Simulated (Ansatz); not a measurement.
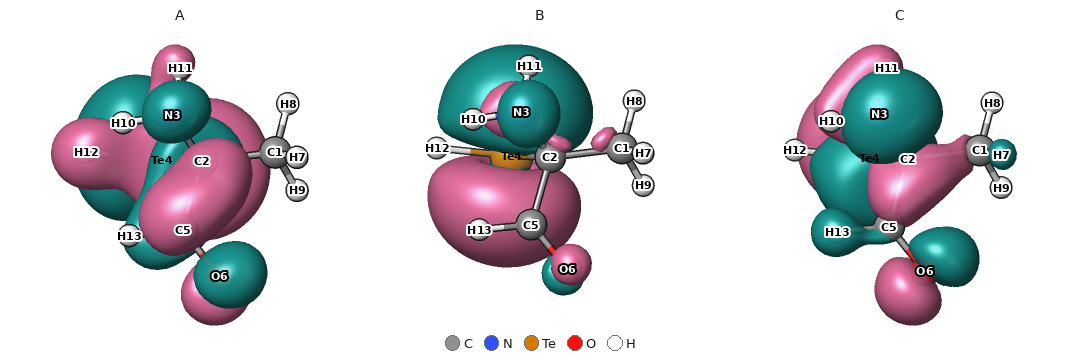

The picture shows: C₃H₇NOTe (SMILES CC(N)([TeH])C=O). Three frontier orbitals at ±0.08 Å⁻³ᐟ² (teal and pink are the two phases), in no order.

Core potentials replace the inner electrons of Te.

Method: RKS PBE0/def2-SVP in Ansatz 0.2.0.

The calculation's input:

```
crystal:
  periodic: [false, false, false]
  atoms:
    - { symbol: C, position_ang: [-0.5786, -0.6959, 1.2397] }
    - { symbol: C, position_ang: [-0.0321, -0.0353, -0.0414] }
    - { symbol: "N", position_ang: [1.1401, -0.7742, -0.4399] }
    - { symbol: Te, position_ang: [-1.4105, -0.1224, -1.6385] }
    - { symbol: C, position_ang: [0.3317, 1.4028, 0.1968] }
    - { symbol: O, position_ang: [-0.5321, 2.2374, 0.5142] }
    - { symbol: H, position_ang: [0.1333, -0.6081, 2.0657] }
    - { symbol: H, position_ang: [-0.8589, -1.6959, 1.04] }
    - { symbol: H, position_ang: [-1.5424, -0.0888, 1.574] }
    - { symbol: H, position_ang: [1.5515, -0.3672, -1.2898] }
    - { symbol: H, position_ang: [0.8906, -1.7605, -0.6277] }
    - { symbol: H, position_ang: [-0.3834, 0.7048, -2.6926] }
    - { symbol: H, position_ang: [1.3111, 1.7685, 0.1142] }
basis:
  gaussian: { orbitals: def2-SVP }
hamiltonian:
  xc: pbe0
relax:
  f_tol: 0.015
  max_steps: 40
output:
  orbitals: {}
```

Run with:

```sh
ansatz run input.yaml --threads 2 --pin off --max-ram 3072MiB --backend cpu --events-out ev --progress --plain --runs-dir out
```

The fields are those of the relaxed geometry.

Question: Order the three orbitals by energy and name them.

Answer: C is the HOMO−1 (−6.80 eV). Its weight (Hirshfeld) is mainly on Te4 (about 35 %), N3 (about 25 %), O6 (about 15 %) and C2 (about 10 %). B is the HOMO (−6.22 eV). It lies mainly on Te4 (about 85 %). A is the LUMO (−1.49 eV). Its weight (Hirshfeld) is mainly on Te4 (about 40 %), C5 (about 15 %), C2 (about 15 %) and O6 (about 15 %).

Question: What is the HOMO–LUMO gap?

Answer: 4.73 eV between the orbital energies.
